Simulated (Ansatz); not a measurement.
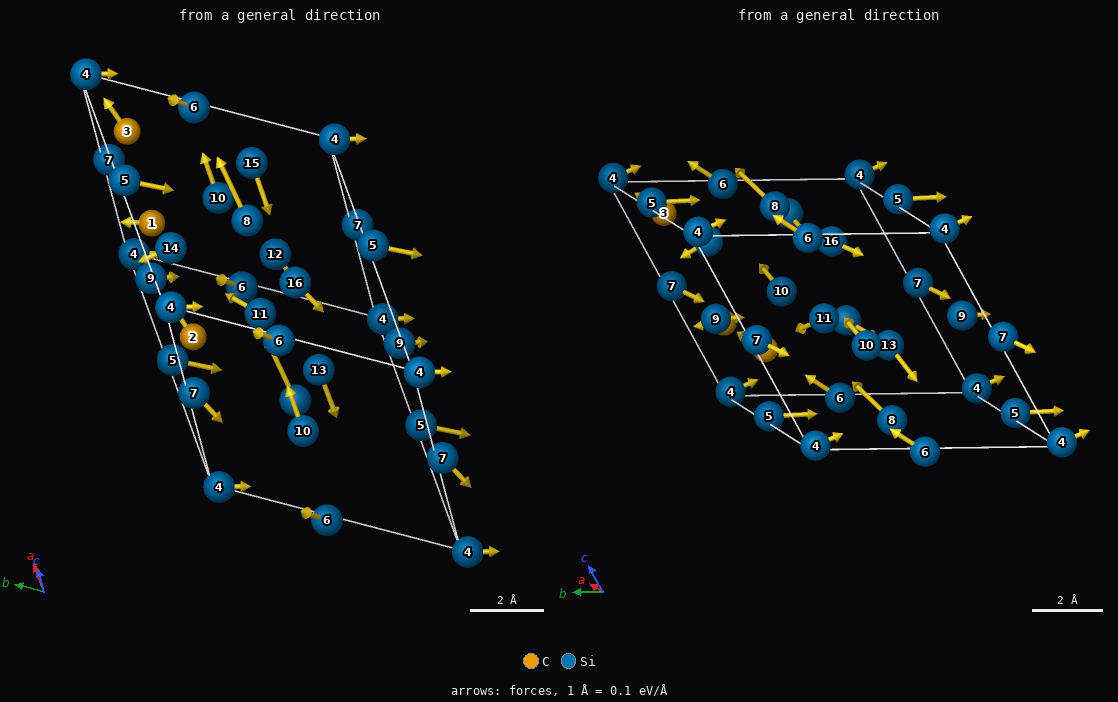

Structure drawing (spheres-only), viewed from two general directions. The edges of the simulation cell are marked. The arrows are the computed forces on the atoms.

System: Si$_{13}$C$_{3}$. Computational set-up: Ansatz, DFT PBE, scalar-relativistic, plane waves, PAW, a basis cut at 420 eV, 6×6×6 k-mesh, Gaussian smearing of 0.1 eV, no spin polarisation.

Question: Could this be the end point of a relaxation?

Answer: No. The atoms still feel forces of up to about 0.16 eV/Å, above a usual threshold of 0.01 to 0.03 eV/Å.

Question: Find the atom with the largest force.

Answer: Si8, about 0.16 eV/Å.

Origin of the cell: a structure type filled with these elements by a generator (whether the compound takes this form wasn't checked). Earlier steps of the study may have refined or changed the cell and positions. It was the input of a calculation with Ansatz.
